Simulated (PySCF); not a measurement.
```xyz
2

Ge    0.0000    0.0000   -0.0220
H     0.0000    0.0000    1.6130
```

These are results of PBE0/def2-TZVPPD, non-relativistic Hamiltonian with scalar-relativistic core potentials where named, at a bond length of 1.635 Å in PySCF 2.14.0, not measurements.

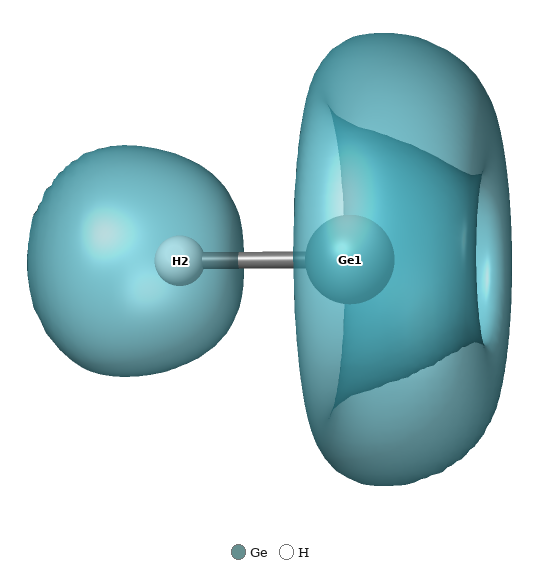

GeH (charge −1, triplet). Isosurface of the ELF at 0.8 (cyan), seen from one side. Core shells and regions of very low density are left out.

> Describe the localisation domains.

The surface consists of one region around a hydrogen nucleus and one region wrapped around Ge (its valence shell). Along the contacts the grid gives the following. Ge–H (1.63 Å): the ELF climbs to about 1 towards the hydrogen.
